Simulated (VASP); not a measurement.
# How SCF threshold and SCF solver change a VASP run on FeO (Wuestite)

Aim: find what the SCF threshold and SCF solver change for FeO (Wuestite), and what they cost. The series runs use LDA. The SCF threshold tried: EDIFF = 0.01; EDIFF = 0.001; EDIFF = 1E-04; EDIFF = 1E-05; EDIFF = 1E-06; EDIFF = 1E-08. The SCF solver tried: ALGO = Normal; ALGO = Fast; ALGO = VeryFast; ALGO = All; ALGO = Damped; AMIX = 0.1, BMIX = 0.01; AMIX = 0.8; IMIX = 1, AMIX = 0.2. The start is a cell from a database of measured crystal structures.

Calculated with VASP 6.6.1; LDA, spin-polarised from a ferromagnetic start (one magnetic atom a cell); plane waves and PAW (Fe, O).

The database entry behind the starting cell differs from later determinations by our own check (inexact against later determinations), so it need not match the best structure at ambient conditions.

## (1) Starting point

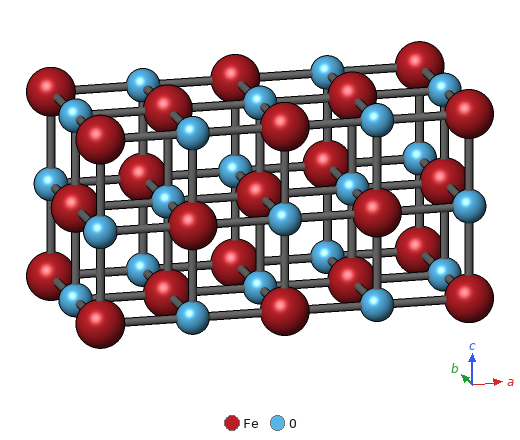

The cell as given, slightly off an axis (iron red, oxygen blue). 2×1×1 cells are drawn. This picture shows the conventional cell, with its axes. Some periodic images of atoms are drawn too.

## (2) SCF threshold: EDIFF = 0.01

EDIFF stops the electronic loop; forces need it tighter than energies do. LDA, the lowest rung, knows the local density alone.

Contents of INCAR:

```
SYSTEM = FeO
PREC = Accurate
ENCUT = 520
EDIFF = 0.01
NELM = 100
ISMEAR = -1
SIGMA = 0.05
LREAL = .FALSE.
ALGO = Normal
GGA = CA
NBANDS = 16
ISPIN = 2
MAGMOM = 3 0
LASPH = .TRUE.
LMAXMIX = 4
LORBIT = 11
LWAVE = .FALSE.
LCHARG = .FALSE.
KPAR = 2
ISIF = 2
```

Contents of POSCAR:

```
FeO
1.0
    0.0000000000      2.1554000000      2.1554000000
    2.1554000000      0.0000000000      2.1554000000
    2.1554000000      2.1554000000      0.0000000000
Fe O
1 1
Direct
    0.0000000000      0.0000000000      0.0000000000
    0.5000000000      0.5000000000      0.5000000000
```

Contents of KPOINTS:

```
Automatic mesh
0
Gamma
9 9 9
0 0 0
```

PAW data sets: Fe and O (PBE family, release 64).

Run with:

```sh
$ mpirun -np 2 vasp_std
```

Log:

```text
[banner, memory and clock lines left out]
running    2 mpi-ranks, on    1 nodes
 distrk:  each k-point on    1 cores,    2 groups
 distr:  one band on    1 cores,    1 groups

 POSCAR found type information on POSCAR FeO
 POSCAR found :  2 types and       2 ions
|                                                                             |
|               ----> ADVICE to this user running VASP <----                  |
|                                                                             |
|     You enforced a specific xc type in the INCAR file but a different       |
|     [... a line on the potential file left out ...]
|     I HOPE YOU KNOW WHAT YOU ARE DOING!                                     |
|                                                                             |

 LDA part: xc-table for (Slater(with rela. corr.)+CA(PZ))
 , standard interpolation
 POSCAR, INCAR and KPOINTS ok, starting setup
 FFT: planning ... GRIDC
 FFT: planning ... GRID_SOFT
 FFT: planning ... GRID
 WAVECAR not read
 entering main loop
       N       E                     dE             d eps       ncg     rms          rms(c)
DAV:   1     0.598694620451E+02    0.59869E+02   -0.68413E+03  2408   0.101E+03
DAV:   2    -0.151230885675E+02   -0.74993E+02   -0.64744E+02  2416   0.213E+02
DAV:   3    -0.188092070469E+02   -0.36861E+01   -0.36042E+01  2752   0.501E+01
DAV:   4    -0.188352306196E+02   -0.26024E-01   -0.26019E-01  2664   0.412E+00
DAV:   5    -0.188354425694E+02   -0.21195E-03   -0.21195E-03  2224   0.416E-01    0.163E+01
DAV:   6    -0.173817365696E+02    0.14537E+01   -0.16840E+01  2800   0.626E+01    0.187E+01
DAV:   7    -0.164999590767E+02    0.88178E+00   -0.47489E+00  2704   0.422E+01    0.918E+00
DAV:   8    -0.164895890763E+02    0.10370E-01   -0.24869E-01  3008   0.642E+00    0.533E+00
DAV:   9    -0.164507115938E+02    0.38877E-01   -0.20047E-01  3376   0.778E+00    0.241E+00
DAV:  10    -0.164546346468E+02   -0.39231E-02   -0.46585E-02  2592   0.481E+00
   1 F= -.16454635E+02 E0= -.16447978E+02  d E =-.133126E-01  mag=     4.0025
```

It took 3.8 s on 2 MPI ranks of Intel Xeon 6975P-C (Granite Rapids), shared host; peak memory 0.26 GiB.

The logs omit lines about the potential files and the build; timing stands in the text.

OUTCAR, selected parts (step 2):

```text
ion  position               nearest neighbor table
   1  0.000  0.000  0.000-   2 2.16   2 2.16   2 2.16   2 2.16   2 2.16   2 2.16
   2  0.500  0.500  0.500-   1 2.16   1 2.16   1 2.16   1 2.16   1 2.16   1 2.16

  LATTYP: Found a face centered cubic cell.
 ALAT       =     4.3108000000

 Subroutine GETGRP returns: Found 48 space group operations
 (whereof 48 operations were pure point group operations)

The static configuration has the point symmetry O_h .

 Found     35 irreducible k-points:

   k-points           NKPTS =     35   k-points in BZ     NKDIM =     35   number of bands    NBANDS=     16

   dimension x,y,z NGX =    24 NGY =   24 NGZ =   24
   dimension x,y,z NGXF=    48 NGYF=   48 NGZF=   48

   ENCUT  =  520.0 eV  38.22 Ry    6.18 a.u.   5.67  5.67  5.67*2*pi/ulx,y,z

   NELECT =      14.0000    total number of electrons

 k-points in reciprocal lattice and weights: Automatic mesh
   0.00000000  0.00000000  0.00000000       0.001
   0.11111111  0.00000000  0.00000000       0.011
   0.22222222  0.00000000  0.00000000       0.011
   0.33333333  0.00000000  0.00000000       0.011
   0.44444444  0.00000000  0.00000000       0.011
   0.11111111  0.11111111  0.00000000       0.008
   0.22222222  0.11111111  0.00000000       0.033
   0.33333333  0.11111111  0.00000000       0.033
   0.44444444  0.11111111  0.00000000       0.033
[...]
-0.33333333  0.44444444  0.11111111       0.033
  -0.33333333  0.44444444  0.22222222       0.033

 average (electrostatic) potential at core
       1 -43.8767       2 -70.2484

 E-fermi :   5.6118

 spin component 1
 k-point     1 :       0.0000    0.0000    0.0000
  band No.  band energies     occupation
    ...
      5       2.0690      1.00000
      6       2.0690      1.00000
      7       2.0690      1.00000
      8       2.3377      1.00000
      9       2.3377      1.00000
     10       5.9309      0.00169
     11      21.0895      0.00000
     12      22.6944      0.00000
     13      22.6944      0.00000
     14      22.6944      0.00000
    ...

 k-point     2 :       0.1111    0.0000    0.0000
  band No.  band energies     occupation
    ...
      5       2.1877      1.00000
      6       2.1877      1.00000
      7       2.4743      1.00000
      8       3.2582      1.00000
      9       3.2582      1.00000
     10       6.7378      0.00000
     11      19.2499      0.00000
     12      22.2686      0.00000
     13      22.2686      0.00000
     14      23.4490      0.00000
    ...

 k-point     3 :       0.2222    0.0000    0.0000
  band No.  band energies     occupation
    ...
      5       2.4214      1.00000
      6       2.4214      1.00000
      7       2.7610      1.00000
      8       4.2791      1.00000
      9       4.2792      1.00000
     10       8.2074      0.00000
     11      16.8078      0.00000
     12      20.7916      0.00000
     13      20.7916      0.00000
     14      23.9690      0.00000
    ...

 k-point     4 :       0.3333    0.0000    0.0000
  band No.  band energies     occupation
    ...
      5       2.6993      1.00000
      6       2.6993      1.00000
      7       3.1124      1.00000
      8       5.0965      0.99997
      9       5.0966      0.99997
     10       9.3674      0.00000
     11      15.0018      0.00000
     12      19.2243      0.00000
     13      19.2243      0.00000
     14      24.4937      0.00000
    ...

 k-point     5 :       0.4444    0.0000    0.0000
  band No.  band energies     occupation
    ...
      5       2.8885      1.00000
      6       2.8885      1.00000
      7       3.4074      1.00000
      8       5.5620      0.73020
      9       5.5620      0.73009
     10       9.7717      0.00000
     11      14.2570      0.00000
     12      18.2971      0.00000
     13      18.2971      0.00000
     14      25.0419      0.00000
    ...

 k-point     6 :       0.1111    0.1111    0.0000
  band No.  band energies     occupation
    ...
      5       1.9528      1.00000
      6       2.3840      1.00000
      7       2.7484      1.00000
      8       2.7485      1.00000
      9       3.3470      1.00000
     10       7.0826      0.00000
     11      19.3956      0.00000
     12      21.6259      0.00000
     13      21.6260      0.00000
     14      22.7078      0.00000
    ...

  Total       -1.7064661     -1.7064661     -1.7064661      0.0000000      0.0000000      0.0000000
  in kB     -136.5194797   -136.5194797   -136.5194797      0.0000000      0.0000000      0.0000000
  external PRESSURE =    -136.5194797 kB  Pullay stress =       0.0000000 kB

  energy-cutoff  :      520.00
  volume of cell :       20.03
      direct lattice vectors                 reciprocal lattice vectors
     0.000000000  2.155400000  2.155400000    -0.231975503  0.231975503  0.231975503
     2.155400000  0.000000000  2.155400000     0.231975503 -0.231975503  0.231975503
     2.155400000  2.155400000  0.000000000     0.231975503  0.231975503 -0.231975503

 POSITION                                       TOTAL-FORCE (eV/Angst)
 -----------------------------------------------------------------------------------
      0.00000      0.00000      0.00000         0.000000      0.000000      0.000000
      2.15540      2.15540      2.15540        -0.000000     -0.000000     -0.000000
 -----------------------------------------------------------------------------------
    total drift:                                0.000000     -0.000000      0.000000

  FREE ENERGIE OF THE ION-ELECTRON SYSTEM (eV)
  ---------------------------------------------------
  free  energy   TOTEN  =       -16.4546346468 eV

  energy  without entropy=      -16.4413220129  energy(sigma->0) =      -16.44797833

 total charge
# of ion       s       p       d       tot
------------------------------------------
    1        0.295   0.365   6.130   6.790
    2        1.543   3.387   0.000   4.929
--------------------------------------------------
tot          1.837   3.752   6.130  11.719

 magnetization (x)
# of ion       s       p       d       tot
------------------------------------------
    1        0.024   0.021   3.497   3.543
    2        0.030   0.286   0.000   0.317
--------------------------------------------------
tot          0.055   0.307   3.497   3.860

[... 6 further parts left out ...]
```

The cell holds one magnetic atom, so no antiferromagnetic order fits into it. The k-mesh is coarse for a metal. The PAW data sets were made with PBE, though LDA sets exist; this is a small mismatch. Oxides and halides of Fe are often magnetic insulators, and a metal at this level, without U or exact exchange, may be an artefact.

This step gave:

```
SCF cycles                                        : 10
electrons                                         : 14
bands                                             : 16
irreducible k-points                              : 35
symmetry operations                               : 48
free energy (TOTEN)                               : -16.45 eV
energy at zero smearing                           : -16.45 eV
Fermi energy                                      : 5.612 eV
pressure                                          : -13.65 GPa
moment of the cell, from the last line of the log : 4.003 μB
metallic                                          : yes
```

Spin moment in the PAW sphere by atom:

| atom | spin moment in the PAW sphere (μB) |
| --- | --- |
| Fe1 | 3.54 |
| O2 | 0.32 |

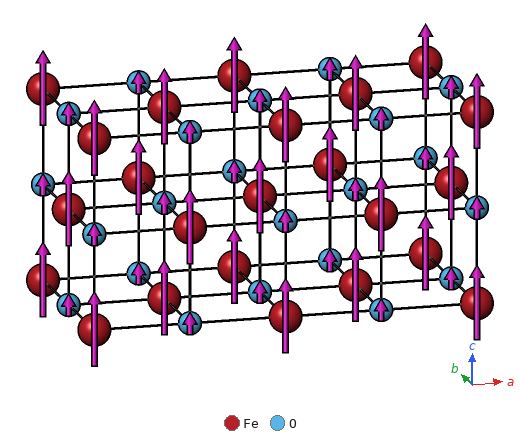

Spin moment in the PAW sphere as arrows, the longest 3.54 μB. Up and down stand for the sign. Arrows give size and sign along the axis of quantisation, drawn up and down the page. Each arrow also spans its atom, so small moments look longer than they are. 2×1×1 conventional cells are drawn. Some periodic images of atoms are drawn too.

The series starts at -8.2240 eV an atom and -13.65 GPa, after 10 cycles in 3.8 s.

## (3) SCF threshold: EDIFF = 0.001

INCAR, as its differences from that of step 2:

```diff
@@ -3,3 +3,3 @@
 ENCUT = 520
-EDIFF = 0.01
+EDIFF = 0.001
 NELM = 100
```

POSCAR is that of step 2.

KPOINTS is that of step 2.

Run with:

```sh
$ mpirun -np 2 vasp_std
```

Log:

```text
[banner, memory and clock lines left out]
running    2 mpi-ranks, on    1 nodes
[...]
[... a notice as in an earlier step ...]

 LDA part: xc-table for (Slater(with rela. corr.)+CA(PZ))
 , standard interpolation
 POSCAR, INCAR and KPOINTS ok, starting setup
[...]
entering main loop
       N       E                     dE             d eps       ncg     rms          rms(c)
[... 4 cycles as in an earlier step ...]
DAV:   5    -0.188354741073E+02   -0.24349E-03   -0.24349E-03  2768   0.416E-01    0.163E+01
DAV:   6    -0.173821141177E+02    0.14534E+01   -0.16846E+01  2800   0.626E+01    0.187E+01
DAV:   7    -0.164999631091E+02    0.88215E+00   -0.47507E+00  2704   0.422E+01    0.918E+00
DAV:   8    -0.164896134045E+02    0.10350E-01   -0.24900E-01  3008   0.643E+00    0.533E+00
DAV:   9    -0.164508428127E+02    0.38771E-01   -0.20216E-01  3472   0.778E+00    0.241E+00
DAV:  10    -0.164548482701E+02   -0.40055E-02   -0.48635E-02  3200   0.481E+00    0.373E-01
DAV:  11    -0.164547121643E+02    0.13611E-03   -0.78058E-03  2840   0.880E-01
   1 F= -.16454712E+02 E0= -.16448769E+02  d E =-.118857E-01  mag=     3.9792
```

The job ended after 4 s (2 MPI ranks; peak memory 0.26 GiB).

OUTCAR, selected parts (step 3):

```text
  Total       -1.7434233     -1.7434233     -1.7434233      0.0000000     -0.0000000      0.0000000
  in kB     -139.4761004   -139.4761004   -139.4761004      0.0000000     -0.0000000      0.0000000
  external PRESSURE =    -139.4761004 kB  Pullay stress =       0.0000000 kB

  FREE ENERGIE OF THE ION-ELECTRON SYSTEM (eV)
  ---------------------------------------------------
  free  energy   TOTEN  =       -16.4547121643 eV

  energy  without entropy=      -16.4428264624  energy(sigma->0) =      -16.44876931

 magnetization (x)
# of ion       s       p       d       tot
------------------------------------------
    1        0.024   0.021   3.527   3.572
    2        0.030   0.285   0.000   0.315
--------------------------------------------------
tot          0.055   0.305   3.527   3.887

[... 3 parts as in an earlier step ...]

[... 1 further part left out ...]
[key lines of the parts left out:]
E-fermi :   5.6671
```

Against the run before the energy moves by -0.40 meV an atom and the pressure by -0.30 GPa, after 11 cycles in 4 s.

## (4) SCF threshold: EDIFF = 1E-04

INCAR, as its differences from that of step 3:

```diff
@@ -3,3 +3,3 @@
 ENCUT = 520
-EDIFF = 0.001
+EDIFF = 1E-04
 NELM = 100
```

POSCAR is that of step 3.

KPOINTS is that of step 3.

Run with:

```sh
$ mpirun -np 2 vasp_std
```

Log:

```text
[... set-up lines as in an earlier step ...]
 entering main loop
       N       E                     dE             d eps       ncg     rms          rms(c)
[... 4 cycles as in an earlier step ...]
DAV:   5    -0.188354746278E+02   -0.24401E-03   -0.24401E-03  2800   0.416E-01    0.163E+01
DAV:   6    -0.173821045243E+02    0.14534E+01   -0.16846E+01  2800   0.626E+01    0.187E+01
DAV:   7    -0.164999639715E+02    0.88214E+00   -0.47506E+00  2704   0.422E+01    0.918E+00
DAV:   8    -0.164896111023E+02    0.10353E-01   -0.24898E-01  3000   0.643E+00    0.533E+00
DAV:   9    -0.164508447046E+02    0.38766E-01   -0.20219E-01  3472   0.778E+00    0.241E+00
DAV:  10    -0.164548522597E+02   -0.40076E-02   -0.48633E-02  3200   0.481E+00    0.373E-01
DAV:  11    -0.164547120030E+02    0.14026E-03   -0.78043E-03  2872   0.880E-01    0.911E-02
DAV:  12    -0.164547192468E+02   -0.72438E-05   -0.22264E-04  2544   0.264E-01
   1 F= -.16454719E+02 E0= -.16448680E+02  d E =-.120783E-01  mag=     3.9836
```

Run time: 4.4 s. Hardware: 2 MPI ranks; peak memory 0.27 GiB; 7.5 s of CPU time.

OUTCAR, selected parts (step 4):

```text
  Total       -1.8377346     -1.8377346     -1.8377346     -0.0000000      0.0000000     -0.0000000
  in kB     -147.0211253   -147.0211253   -147.0211253     -0.0000000      0.0000000     -0.0000000
  external PRESSURE =    -147.0211253 kB  Pullay stress =       0.0000000 kB

 POSITION                                       TOTAL-FORCE (eV/Angst)
 -----------------------------------------------------------------------------------
      0.00000      0.00000      0.00000         0.000000      0.000000      0.000000
      2.15540      2.15540      2.15540         0.000000      0.000000      0.000000
 -----------------------------------------------------------------------------------
    total drift:                                0.000000     -0.000000      0.000000

  FREE ENERGIE OF THE ION-ELECTRON SYSTEM (eV)
  ---------------------------------------------------
  free  energy   TOTEN  =       -16.4547192468 eV

  energy  without entropy=      -16.4426409743  energy(sigma->0) =      -16.44868011

 magnetization (x)
# of ion       s       p       d       tot
------------------------------------------
    1        0.024   0.021   3.525   3.570
    2        0.030   0.283   0.000   0.313
--------------------------------------------------
tot          0.055   0.304   3.525   3.884

[... 2 parts as in an earlier step ...]

[... 1 further part left out ...]
[key lines of the parts left out:]
E-fermi :   5.6649
```

Against the run before the energy moves by +0.04 meV an atom and the pressure by -0.75 GPa, after 12 cycles in 4.4 s.

## (5) SCF threshold: EDIFF = 1E-05

INCAR, as its differences from that of step 4:

```diff
@@ -3,3 +3,3 @@
 ENCUT = 520
-EDIFF = 1E-04
+EDIFF = 1E-05
 NELM = 100
```

POSCAR is that of step 4.

KPOINTS is that of step 4.

Run with:

```sh
$ mpirun -np 2 vasp_std
```

Log:

```text
[... set-up lines as in an earlier step ...]
 entering main loop
       N       E                     dE             d eps       ncg     rms          rms(c)
[... 11 cycles as in an earlier step ...]
DAV:  12    -0.164547196617E+02   -0.76587E-05   -0.22679E-04  2992   0.264E-01    0.607E-02
DAV:  13    -0.164547435361E+02   -0.23874E-04   -0.28655E-05  2544   0.634E-02    0.627E-02
DAV:  14    -0.164547279085E+02    0.15628E-04   -0.35972E-05  1952   0.109E-01    0.151E-02
DAV:  15    -0.164547269871E+02    0.92146E-06   -0.43620E-06  1160   0.256E-02
   1 F= -.16454727E+02 E0= -.16448721E+02  d E =-.120126E-01  mag=     3.9877
```

Wall time 5 s (2 MPI ranks); peak memory 0.26 GiB.

Parts of OUTCAR (step 5):

```text
  Total       -1.8898126     -1.8898126     -1.8898126     -0.0000000      0.0000000      0.0000000
  in kB     -151.1874348   -151.1874348   -151.1874348     -0.0000000      0.0000000      0.0000000
  external PRESSURE =    -151.1874348 kB  Pullay stress =       0.0000000 kB

 POSITION                                       TOTAL-FORCE (eV/Angst)
 -----------------------------------------------------------------------------------
      0.00000      0.00000      0.00000        -0.000000     -0.000000      0.000000
      2.15540      2.15540      2.15540         0.000000      0.000000      0.000000
 -----------------------------------------------------------------------------------
    total drift:                                0.000000     -0.000000      0.000000

  FREE ENERGIE OF THE ION-ELECTRON SYSTEM (eV)
  ---------------------------------------------------
  free  energy   TOTEN  =       -16.4547269871 eV

  energy  without entropy=      -16.4427144369  energy(sigma->0) =      -16.44872071

 magnetization (x)
# of ion       s       p       d       tot
------------------------------------------
    1        0.024   0.021   3.526   3.571
    2        0.030   0.283   0.000   0.314
--------------------------------------------------
tot          0.055   0.304   3.526   3.885

[... 2 parts as in an earlier step ...]

[... 1 further part left out ...]
[key lines of the parts left out:]
E-fermi :   5.6697
```

Against the run before the energy moves by -0.02 meV an atom and the pressure by -0.42 GPa, after 15 cycles in 5 s.

[end of part 1 of 3]

[Lines on the potential files, build, host, timing and source positions are cut from VASP's logs without a mark.]

[Logs are printed without paths, hosts, clocks, repeated set-up lines and the standing remarks that a program may print on its own settings, such as how far it seeks lower states.]

[Hosts, paths, dates, database ids (printed as entryN), source tags and the programs' standing remarks are cut or masked in the printed files.]

[A measured line is paired with the nearest computed mode of its activity, which favours agreement.]
